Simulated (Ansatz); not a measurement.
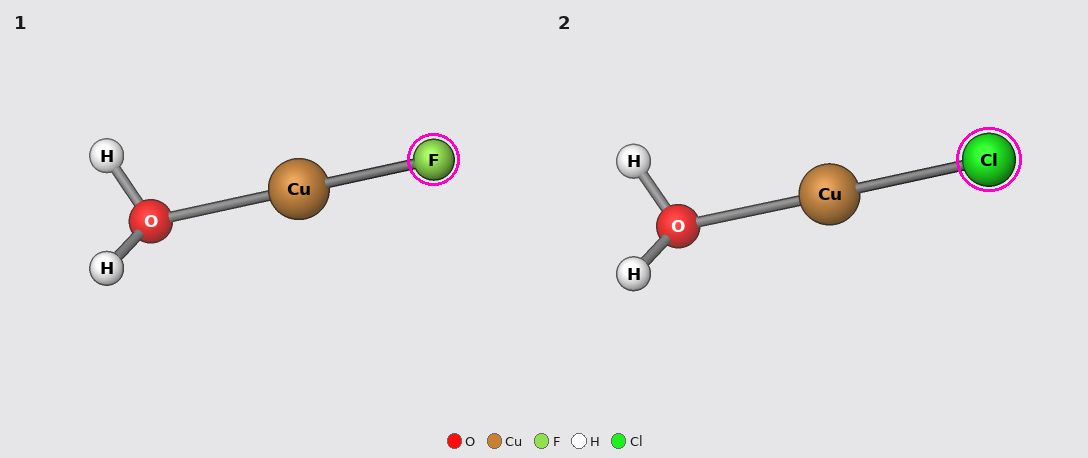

2 molecules with one skeleton, seen from the same side and at one scale; the atom that differs is circled. Each species is neutral and a spin singlet. Computed geometries: PBE0-D4/def2-TZVP optimisations, one conformation each. Properties computed with Ansatz 0.2.0.

One atom differs, called X below: F in panel 1, Cl in panel 2. Their formulas are CuFH2O (`[OH2+][Cu-][F]`), ClCuH2O (`[OH2+][Cu-][Cl]`).

> In which is the dipole moment larger (PBE-D4/def2-TZVPP)?

In panel 2 (X = Cl).

> In which is the harmonic X–Cu stretching wavenumber higher (PBE0-D4/def2-TZVP)?

In panel 1 (X = F).

Give the values. With PBE0-D4/def2-TZVP: length of X–Cu (Å), angle O–Cu–X (°), harmonic zero-point energy (kJ/mol), harmonic X–Cu stretching wavenumber (cm⁻¹). With PBE-D4/def2-TZVPP: dipole moment (D), HOMO energy (Kohn–Sham orbital) (eV), HOMO–LUMO gap (eV).

```json
{"quantity": "length of X–Cu (Å)", "1 (F)": "1.755", "2 (Cl)": "2.072", "2 − 1": "+0.317"}
{"quantity": "angle O–Cu–X (°)", "1 (F)": "180.0", "2 (Cl)": "179.4", "2 − 1": "−0.6"}
{"quantity": "dipole moment (D)", "1 (F)": "7.62", "2 (Cl)": "7.87", "2 − 1": "+0.25"}
{"quantity": "HOMO energy (Kohn–Sham orbital) (eV)", "1 (F)": "−5.05", "2 (Cl)": "−5.15", "2 − 1": "−0.10"}
{"quantity": "HOMO–LUMO gap (eV)", "1 (F)": "2.88", "2 (Cl)": "2.94", "2 − 1": "+0.06"}
{"quantity": "harmonic zero-point energy (kJ/mol)", "1 (F)": "70.0", "2 (Cl)": "67.9", "2 − 1": "−2.1"}
{"quantity": "harmonic X–Cu stretching wavenumber (cm⁻¹)", "1 (F)": "633", "2 (Cl)": "445", "2 − 1": "−188"}
```
